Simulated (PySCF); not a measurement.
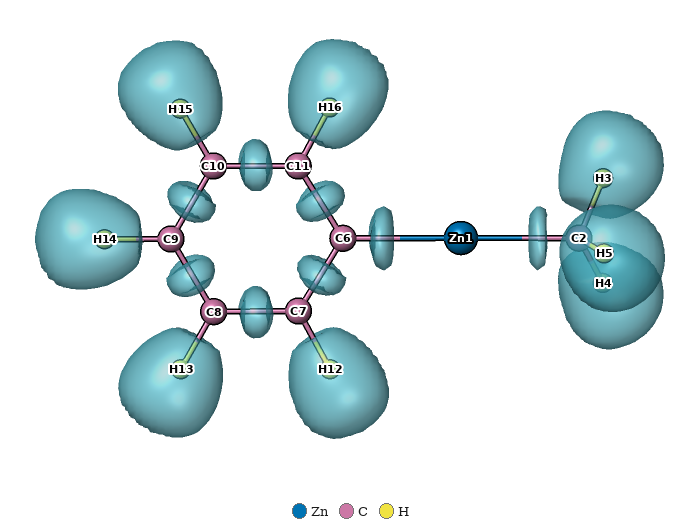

Figure. C$_{7}$H$_{8}$Zn (SMILES [CH3][Zn][c]1ccccc1). Isosurface of the electron localisation function at 0.8 (cyan), seen across its widest extent. Only the valence region is drawn (cores and ρ < 0.01 e/Å³ removed).

Geometry: PBE0-D3(BJ)/def2-SVP.

Level of theory: PBE0/def2-SVPD, SCF density, gas phase in PySCF.

```yaml
atoms:
  - { symbol: Zn, position_ang: [0.0013, -0.0440, 1.9198] }
  - { symbol: C, position_ang: [-0.0050, -0.0707, 3.8620] }
  - { symbol: H, position_ang: [0.9755, -0.3758, 4.2624] }
  - { symbol: H, position_ang: [-0.7563, -0.7763, 4.2521] }
  - { symbol: H, position_ang: [-0.2372, 0.9247, 4.2744] }
  - { symbol: C, position_ang: [0.0010, -0.0050, -0.0224] }
  - { symbol: C, position_ang: [-1.1955, -0.0783, -0.7570] }
  - { symbol: C, position_ang: [-1.2029, -0.0509, -2.1519] }
  - { symbol: C, position_ang: [-0.0027, 0.0514, -2.8533] }
  - { symbol: C, position_ang: [1.1995, 0.1257, -2.1516] }
  - { symbol: C, position_ang: [1.1955, 0.0973, -0.7567] }
  - { symbol: H, position_ang: [-2.1570, -0.1587, -0.2386] }
  - { symbol: H, position_ang: [-2.1504, -0.1092, -2.6947] }
  - { symbol: H, position_ang: [-0.0041, 0.0731, -3.9462] }
  - { symbol: H, position_ang: [2.1455, 0.2056, -2.6940] }
  - { symbol: H, position_ang: [2.1583, 0.1573, -0.2378] }
```

Describe the localisation domains.

The surface consists of six regions between bonded C–C atoms (shared pairs), eight regions around hydrogen nuclei and two lobes of the valence shell of C pointing towards Zn (polar bonds).

Values along the shortest contacts:
C–C (1.39 Å): the ELF peaks at about 0.95 between the atoms; localised, covalent bonding. C–Zn (1.94 Å): the ELF peaks at about 0.90 in the valence shell of C, 0.6 Å from its nucleus, and is about 0.45 at the midpoint.
